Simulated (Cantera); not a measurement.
Charge: 1 mol CaO, 1.1 mol Cl2, 10 mol H2, equilibrated at 7.20 mbar.

Equilibrium computed with Cantera from the NASA thermochemical tables; the gas is ideal and each condensed phase is pure. Candidate condensed phases: Ca, CaCl2, CaO, Ca(OH)2, H2O; 21 gas species. Mutual solubility and eutectic melting of coexisting phases are not modelled. Condensed phases not in the tables: oxide chlorides. Equilibrium is a limit: real reactors are often held back by kinetics, nucleation or transport.

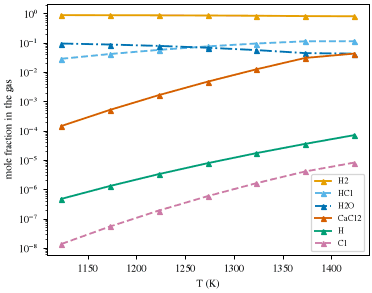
Figure. Equilibrium gas composition (values under 1e-9 drawn at 1e-9)

From 1123 K to 1373 K the condensed part is CaCl2(l) + CaO(s). At 1423 K the condensed part is CaO(s). The main Ca-bearing gas is CaCl2 throughout. The share of Ca in condensed phases is highest at 1123 K (99.9 %) and lowest at 1423 K (52.7 %).
